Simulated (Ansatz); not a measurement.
# Dielectric function and optical constants of TiAg2P2 (model structure), part 2 of 2

Aim: the dielectric function of TiAg2P2 (model structure), and the optical constants that follow from it. The structure is a model built here, which may or may not match a known phase. It was built so: All Cu replaced by Ag and Zr replaced by Ti in the P-3m1 structure of ZrCu2P2.

Ansatz 0.2.0; DFT, PBE, plane-wave PAW, default files, scalar-relativistic, independent-particle optical response without local fields.

So far: Set-up; Relaxation. The relaxed cell has a = 3.856, c = 6.802 Å (conventional setting).

### Step 3. Ground state and bands

The self-consistent density comes first; it also tells whether there is a gap, which decides the occupations and the need for a Drude term.

This step: DFT, PBE, plane-wave PAW, default files, scalar-relativistic, ground state (Ansatz 0.2.0).

Input file input.yaml:

```yaml
crystal:
  lattice:
    - [3.8558181435, 2.9e-09, 0.0]
    - [-1.9279090742, 3.3392364632, 0.0]
    - [0.0, 0.0, 6.8018296282]
  atoms:
    - { symbol: Ag, position: [0.3333333333, 0.6666666667, 0.631725584] }
    - { symbol: Ag, position: [0.6666666667, 0.3333333333, 0.368274416] }
    - { symbol: Ti, position: [0.0, 0.0, 0.0] }
    - { symbol: P, position: [0.3333333333, 0.6666666667, 0.1935391387] }
    - { symbol: P, position: [0.6666666667, 0.3333333333, 0.8064608613] }
kpoints:
  mp_grid: { grid: [7, 7, 4] }
  band_path:
    path:
      - [[0.0, 0.0, 0.0], [0.5, 0.0, 0.0], [0.33333333, 0.33333333, 0.0], [0.0, 0.0, 0.0], [0.0, 0.0, 0.5], [0.5, 0.0, 0.5], [0.33333333, 0.33333333, 0.5], [0.0, 0.0, 0.5]]
      - [[0.5, 0.0, 0.5], [0.5, 0.0, 0.0]]
      - [[0.33333333, 0.33333333, 0.0], [0.33333333, 0.33333333, 0.5]]
    npoints: 6
scf:
  occupations: { method: fermi_dirac, width: 0.05 }
  n_extra_bands: 9
hamiltonian:
  xc: pbe
  pseudopotentials: { kind: paw }
output:
  forces: true
  stress: true
  populations: true
  write_bands: true
  write_density: true
  write_potential: true
  elf: true
  volumetric_format: npy
```

Launch:

```sh
> ansatz run input.yaml --threads 4 --pin off --max-ram 8192MiB --backend cpu --events-out ev --progress --plain --runs-dir out
```

Numbers of over 12 decimals in the logs are rounded to 6 here.

The log of the run:

```text
[...]
Crystal: 5 atoms, lattice volume = 87.577 Å³
Basis set: ecut = 420 eV, 1727 PW (Γ), exchange–correlation on 54×54×96 points (8 copies of the dense FFT grid, shifted against one another)
Bands: 39, of which v1, the nominal top of the filled ones, is band 30 counted from 1 (29 counted from 0)
Symmetry: 12 space group operations
[...]
k-points: 28 of 196
[...]
SCF iter   1: F=—  HF=-19193.384196 eV  |F-HF|=—  |Δ(HF+E_count)|=         —  Δρ=3.76e-3  dr2=2.35e-2  ethr=1.77e-3  ⟨swp⟩=6.2  Hψ=4259  notcnv=0  defer=3
[...]
SCF iter   8: F=-19193.383050 eV  HF=-19193.383050 eV  |F-HF|=4.59e-9  |Δ(HF+E_count)|=   3.53e-8  Δρ=3.28e-6  dr2=1.50e-8  ethr=1.67e-10  ⟨swp⟩=13.2  Hψ=7069  notcnv=0
SCF 1 converged in 8 iterations: F = -19193.383050 eV  dr2 = 1.50e-8
[...]
NSCF: frozen V_eff on 57 k-points
SCF converged after 8 iterations
Free energy (F): -19193.383050 eV
[...]
Internal energy: -19193.369664 eV  (E = F + TS)
E sigma→0 (E₀):  -19193.376357 eV
Entropy (-TS):   -0.013386 eV (-2.677 meV/atom)
Fermi energy:    13.038365 eV
[...]
--- Forces (eV/Å), atoms counted from 1 ---
  atom   1  Ag    -0.00000000     0.00000000    -0.00049361
  atom   2  Ag     0.00000000     0.00000000     0.00049361
  atom   3  Ti    -0.00000000     0.00000000    -0.00000000
  atom   4  P      0.00000000    -0.00000000    -0.00029774
  atom   5  P     -0.00000000     0.00000000     0.00029774
  max |Σ_I F_I| component: 1.85e-17 eV/Å
--- Stress (GPa, compression-positive) ---
       -0.000326       0.000000      -0.000000
        0.000000      -0.000326       0.000000
       -0.000000       0.000000       0.019574
  P = ⅓ Tr σ = 0.0063 GPa (0.063 kbar)
--- Band table (eV; the first three rows and the last of 28) ---
  k-point 0: bands = [... 26 lower, 10.7137, 12.6603, 12.7583, 12.9576, 12.9576, 13.5812, 13.5812, 14.6592, ... 5 higher]
  k-point 1: bands = [... 26 lower, 10.6650, 11.2674, 13.0004, 13.0004, 13.5491, 13.5491, 13.7741, 15.1131, ... 5 higher]
  k-point 2: bands = [... 26 lower, 10.6144, 10.6144, 13.0470, 13.0470, 13.5145, 13.5145, 14.0836, 15.6794, ... 5 higher]
  k-point 27: bands = [... 26 lower, 9.8750, 10.8839, 11.3101, 11.3628, 13.2972, 13.7067, 13.8067, 14.5104, ... 5 higher]
--- Löwdin populations: 5 sites ---
  site symbol       q [e]
     0     Ag     18.4368
     1     Ag     18.4368
     2     Ti     11.3605
     3      P      5.6857
     4      P      5.6857
  spilling = 0.006574 (of n_electrons = 60.000000)
```

Run time: 1.8 s. Hardware: 4 threads of Intel Xeon Platinum 8488C (Sapphire Rapids), shared host; peak memory 0.59 GiB; 6.4 s of CPU time.

Numbers from this step:

* free energy: -19193.3830 eV
* Fermi energy: 13.04 eV
* electrons: 60
* symmetry operations: 12
* pressure: 0.006307 GPa
* volume: 87.58 Å³
* gap on the path: 0 eV

There are states at the Fermi level within the smearing, so the occupations stay smeared and the carriers get a Drude term. The cell is left with a pressure of 0.0 GPa after its relaxation.

Electronic bands along the path, in eV, zero at the Fermi level; # counts the bands kept:

```
    point    #15    #16    #17    #18    #19   #20   #21   #22
        Γ  -2.33  -0.38  -0.28  -0.08  -0.08  0.54  0.54  1.62
        M  -3.19  -2.42  -1.92  -1.80   0.44  0.64  0.70  1.75
        K  -3.98  -2.35  -2.35  -1.05   0.11  0.94  0.94  1.25
        Γ  -2.33  -0.38  -0.28  -0.08  -0.08  0.54  0.54  1.62
        A  -2.42  -2.42   0.01   0.01   0.48  0.48  1.04  2.64
        L  -2.73  -2.51  -1.21  -0.94  -0.03  0.57  0.70  2.07
        H  -3.19  -2.23  -1.76  -1.76   0.21  0.75  0.75  1.88
        A  -2.42  -2.42   0.01   0.01   0.48  0.48  1.04  2.64
jump to L  -2.73  -2.51  -1.21  -0.94  -0.03  0.57  0.70  2.07
        M  -3.19  -2.42  -1.92  -1.80   0.44  0.64  0.70  1.75
jump to K  -3.98  -2.35  -2.35  -1.05   0.11  0.94  0.94  1.25
        H  -3.19  -2.23  -1.76  -1.76   0.21  0.75  0.75  1.88
```

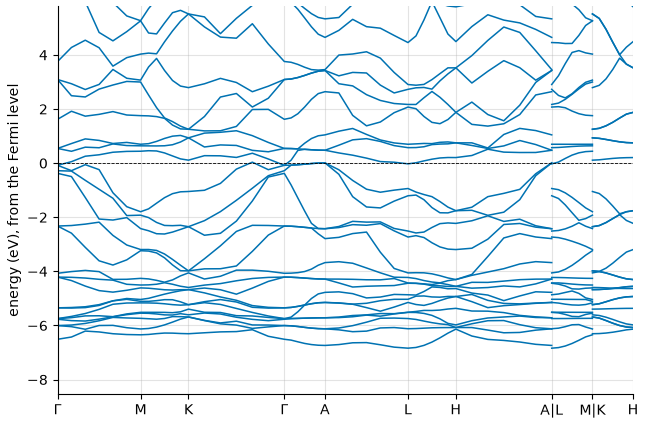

Electronic bands along the path.

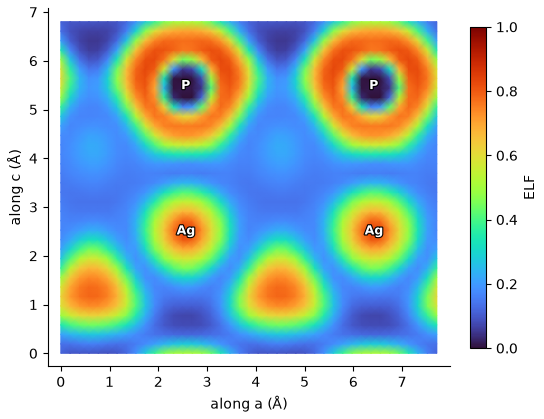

ELF in the ac plane at fractional y = 0.333, with atoms of Ag and P within 0.2 Å of it. It is the smooth field of the valence electrons, not physical close to the nuclei.

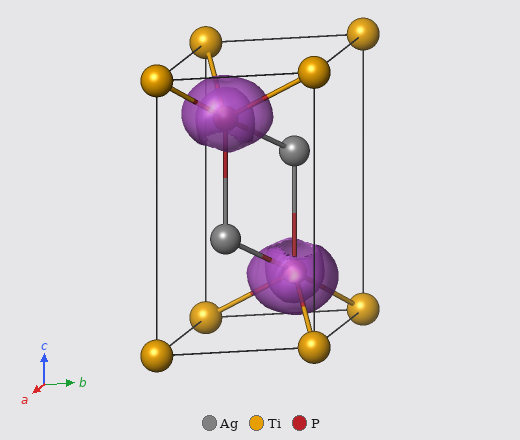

Surface of ELF = 0.77. Bonds to atoms that aren't drawn are left out.

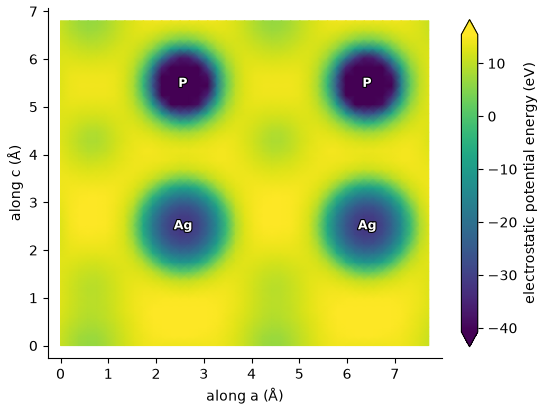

Electrostatic potential energy in the ac plane at fractional y = 0.333, with atoms of Ag and P within 0.2 Å of it. With pseudopotentials it is smooth inside the atoms' cores, unlike the true potential.

### Step 4. Spectrum

With the density converged, the vertical transitions are summed over the zone.

This step: DFT, PBE, plane-wave PAW, default files, scalar-relativistic, independent-particle optical response without local fields (Ansatz 0.2.0).

input.yaml, the sections that differ from step 3:

```yaml
kpoints:
  mp_grid: { grid: [9, 9, 5] }
scf:
  occupations: { method: fermi_dirac, width: 0.05 }
output:
  optics:
    e_range: [0, 22]
    de: 0.05
    sigma: 0.2
    drude_damping: 0.1
    nscf_kmesh: { grid: [12, 12, 6] }
    bands: { spectra_wanted_up_to: 22 }
# crystal, hamiltonian: as in step 3
```

The log of the run:

```text
[...]
Crystal: 5 atoms, lattice volume = 87.577 Å³
Basis set: ecut = 420 eV, 1727 PW (Γ)
Bands: 36, of which v1, the nominal top of the filled ones, is band 30 counted from 1 (29 counted from 0)
Symmetry: 12 space group operations
[...]
k-points: 50 of 405
[...]
SCF iter   1: F=—  HF=-19193.388800 eV  |F-HF|=—  |Δ(HF+E_count)|=         —  Δρ=3.39e-3  dr2=1.59e-2  ethr=1.77e-3  ⟨swp⟩=6.2  Hψ=6845  notcnv=0
[...]
SCF iter  11: F=-19193.388447 eV  HF=-19193.388447 eV  |F-HF|=0.00e0  |Δ(HF+E_count)|=  3.27e-11  Δρ=7.17e-8  dr2=4.23e-12  ethr=1.00e-12  ⟨swp⟩=4.2  Hψ=5224  notcnv=0
SCF 1 converged in 11 iterations: F = -19193.388447 eV  dr2 = 4.23e-12
[...]
output.optics: what the bands over the 85 summed would add to eps1, eps2 and the energy-loss function is held between a lower and an upper bound (7 Lanczos steps). eps1, eps2 and their loss function (loss_summed_bands) are given on every row as the summed bands alone make them. Along an axis, on a row where the two bounds hold the loss function to about 1 % of the greater of itself and 0.5 % of |1/eps|, its cell (loss_completed) is given, with the completed eps1 and eps2 that it is formed of (a cell that is left empty reads nan in the table and null in the record). The two bounds hold it so along every axis on all 440 rows up to 22.000 eV. [rest of the remark cut]
SCF converged after 11 iterations
Free energy (F): -19193.388447 eV
[...]
Internal energy: -19193.378730 eV  (E = F + TS)
E sigma→0 (E₀):  -19193.383588 eV
Entropy (-TS):   -0.009717 eV (-1.943 meV/atom)
Fermi energy:    13.016428 eV
[...]
--- Band table (eV; the first three rows and the last of 50) ---
  k-point 0: bands = [... 26 lower, 10.7105, 12.6541, 12.7603, 12.9470, 12.9470, 13.5832, 13.5832, 14.6585, ... 2 higher]
  k-point 1: bands = [... 26 lower, 10.6768, 11.5538, 12.9763, 12.9763, 13.5611, 13.5611, 13.6213, 14.9553, ... 2 higher]
  k-point 2: bands = [... 26 lower, 10.6206, 10.6206, 13.0272, 13.0272, 13.5235, 13.5235, 14.0276, 15.5776, ... 2 higher]
  k-point 49: bands = [... 26 lower, 9.7182, 10.9640, 11.2246, 11.2246, 13.2290, 13.7932, 13.7932, 14.8180, ... 2 higher]
```

It took 6.3 min on 4 threads; peak memory 2.5 GiB; 25 min of CPU time.

Numbers from this step:

| Item | Value |
| --- | --- |
| main peak of the optical conductivity above 1 eV, first axis | 2.538 eV |
| centre of weight of the strongest loss peak in the window | 17.42 eV |
| Drude plasma energy, first axis | 1.506 eV |
| bands summed | 85 |
| spectra valid up to | 30.91 eV |
| program's estimate of the k-sum error in Im epsilon | 0.01 % |
| electrons in the f-sum | 34.53 |

The Im ε has structure finer than the step of the table below, so its rows give means over 1 eV, whole bins alone (the curve runs from 0.3 to 22 eV). Peaks (eV: height): E ∥ x or y 0.7: 45.8; E ∥ z 3.1: 28.2.

Table of Im ε by photon energy; means over each step:

```csv
photon energy (eV),E ∥ x or y,E ∥ z
1,34.9,24.8
2,24.0,12.8
3,15.0,20.5
4,6.61,12.0
5,6.42,8.07
6,6.50,5.22
7,6.97,4.56
8,5.12,3.69
9,2.93,2.66
10,2.35,2.24
11,1.86,2.23
12,1.72,2.00
13,1.33,1.44
14,1.07,1.05
15,0.839,0.980
16,0.782,0.891
17,0.677,0.685
18,0.570,0.587
19,0.521,0.513
20,0.472,0.527
21,0.453,0.545
```

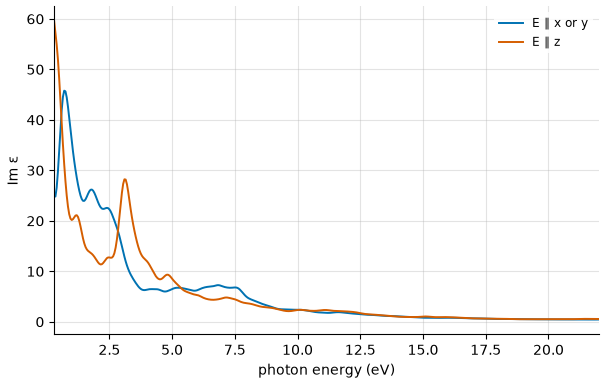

Im ε against photon energy.

Re ε against photon energy:

```
photon energy (eV)  E ∥ x or y     E ∥ z
                 1        12.1      9.14
                 2        4.22      7.98
                 3       -6.37      12.7
                 4      -0.596     -3.68
                 5        1.20     -3.09
                 6        1.00     -2.05
                 7      -0.718    -0.841
                 8       -2.86     -1.50
                 9       -2.12     -1.21
                10       -1.18    -0.424
                11      -0.892    -0.334
                12      -0.780    -0.615
                13      -0.595    -0.598
                14      -0.413    -0.363
                15      -0.170  -0.00432
                16      0.0393  -0.00212
                17       0.130    0.0959
                18       0.253     0.273
                19       0.364     0.411
                20       0.482     0.556
                21       0.580     0.624
                22       0.703     0.607
```

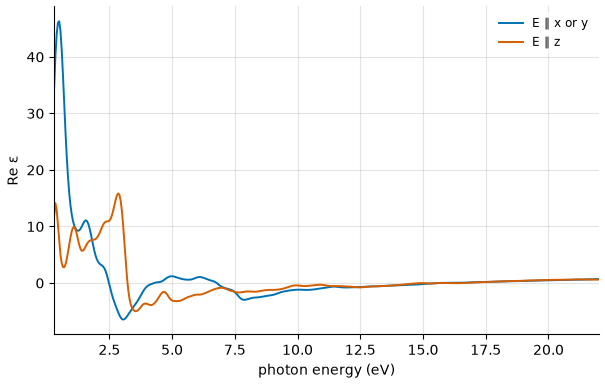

Re ε against photon energy.

The loss function −Im 1/ε at q → 0 by energy loss; read off at these points:

```csv
energy loss (eV),E ∥ x or y,E ∥ z
2.0,0.0399,0.0575
4.0,0.156,0.0763
6.0,0.156,0.164
8.0,0.153,0.234
10.0,0.337,0.414
12.0,0.483,0.451
14.0,0.811,0.873
16.0,1.25,1.09
17.6,1.52,1.51
17.7,1.52,1.48
18.0,1.49,1.39
20.0,1.04,0.899
22.0,0.643,0.821
```

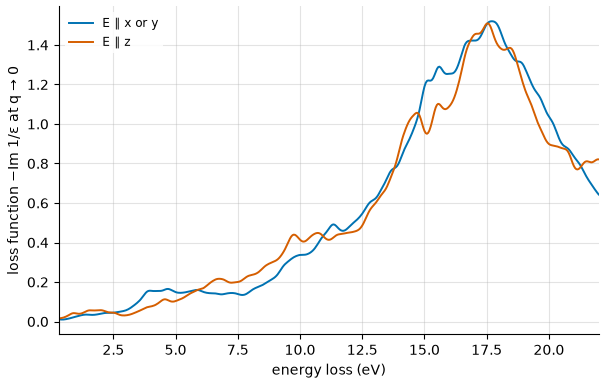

Loss function −Im 1/ε at q → 0 against energy loss.

Values under 1 per cm are given as 1. Absorption coefficient against photon energy:

```
photon energy (eV)  E ∥ x or y (1/cm)  E ∥ z (1/cm)
              2.00              6.5e5         3.7e5
              4.00              7.6e5         1.2e6
              6.00              9.9e5         1.2e6
              8.00              1.7e6         1.3e6
             10.00              1.4e6         1.2e6
             12.00              1.4e6         1.4e6
             14.00              1.3e6         1.2e6
             16.00              1.0e6         1.1e6
             18.00              7.7e5         8.0e5
             20.00              6.3e5         6.6e5
             22.00              5.7e5         7.3e5
```

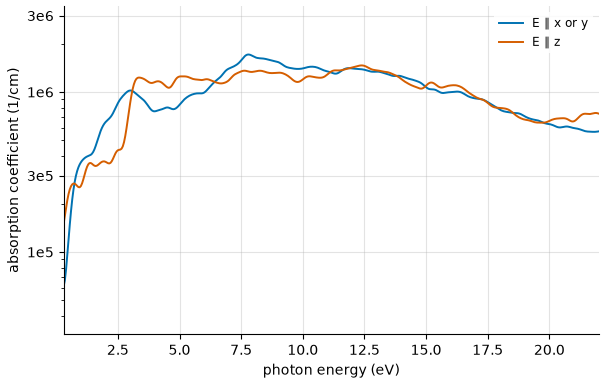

Absorption coefficient against photon energy.

The reflectivity at normal incidence has structure finer than the step of the table below, so its rows give means over 2 eV, whole bins alone (the curve runs from 0.3 to 22 eV). Peaks (eV: height): E ∥ x or y 0.7: 62.2, 7.9: 47.9; E ∥ z 3.3: 58.7, 12.6: 31.9.

The reflectivity at normal incidence by photon energy; means over each step:

```csv
photon energy (eV),E ∥ x or y (%),E ∥ z (%)
2,55.0,43.9
4,41.9,52.3
6,33.7,42.2
8,44.6,37.7
10,38.2,28.8
12,31.1,28.9
14,27.5,25.1
16,17.2,17.5
18,10.4,10.2
20,4.96,4.49
```

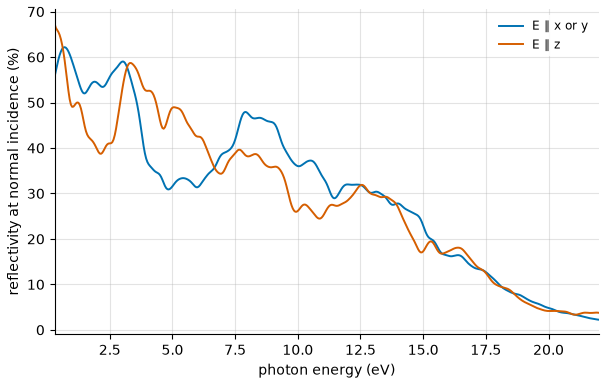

Reflectivity at normal incidence against photon energy.

At chosen wavelengths:

```csv
wavelength (nm),n xy,k xy,R (%) xy,1/α xy,n z,k z,R (%) z,1/α z
1550,6.01,3.697,61.7,33 nm,3.84,3.255,54.9,38 nm
800,4.34,2.791,52.2,23 nm,3.36,2.205,43.7,29 nm
532,3.53,3.183,53.9,13 nm,3.67,1.657,40.2,26 nm
450,2.79,3.450,57.5,10 nm,4.23,1.757,44.4,20 nm
405,2.08,3.284,58.9,9.8 nm,4.39,3.135,54.9,10 nm
308,1.72,1.861,36.7,13 nm,2.08,2.839,52.6,8.6 nm
248,1.97,1.642,31.6,12 nm,1.73,2.467,48.9,8.0 nm
```

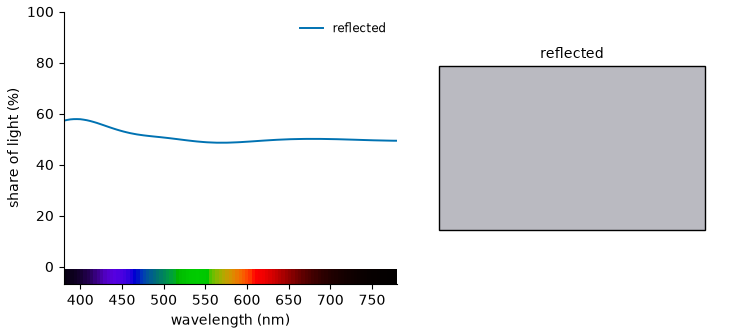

Light reflected across the visible range, with the colour that it makes of daylight (sRGB).

A polished face would reflect 49 % of daylight and look light grey (CIE x = 0.307, y = 0.319 under D65).

### Step 5. Outcome

| Quantity | Value |
| --- | --- |
| gap on the path | 0 eV |
| main peak of the optical conductivity above 1 eV, first axis | 2.54 eV |
| Drude plasma energy, first axis | 1.51 eV |
| centre of weight of the strongest loss peak in the window, first axis | 17.4 eV |

**Reading.** At this level (PBE, independent particles) TiAg2P2 is a metal with a Drude plasma energy of 1.5 eV along x, 1.5 eV along y and 2.1 eV along z; it reflects 53 % at 550 nm for E ∥ x. The cell grew by 9.0 % in volume. Along x the bare Drude plasma energy is 1.5 eV; Re ε first rises through zero at 0.17 eV, far lower, because interband transitions screen the carriers. Im ε is 49 there, so the loss peak at that energy is weak. The strongest loss structure up to 22 eV has its centre of weight at 17.4 eV; a free-electron gas of the 34.5 electrons in the f-sum would put its plasmon at 23.3 eV. A polished face would reflect 49 % of daylight and look light grey (CIE x = 0.307, y = 0.319 under D65). In the base run ε includes the program's bounded estimate of what the bands above those summed add. The carriers' damping of 0.1 eV is typed, not computed; at 0.8 eV the carriers give 1 % of Im ε along the first axis; the rest comes from the sum over bands, which at low energy also holds close bands and the noise of the mesh. The Fermi-Dirac width of 0.05 eV acts as an electron temperature of 580 K in the carriers' term.

[Logs are printed without paths, hosts, clocks, repeated set-up lines and the standing remarks that a program may print on its own settings, such as how far it seeks lower states.]

[Hosts, paths, dates, database ids (printed as entryN), source tags and the programs' standing remarks are cut or masked in the printed files.]
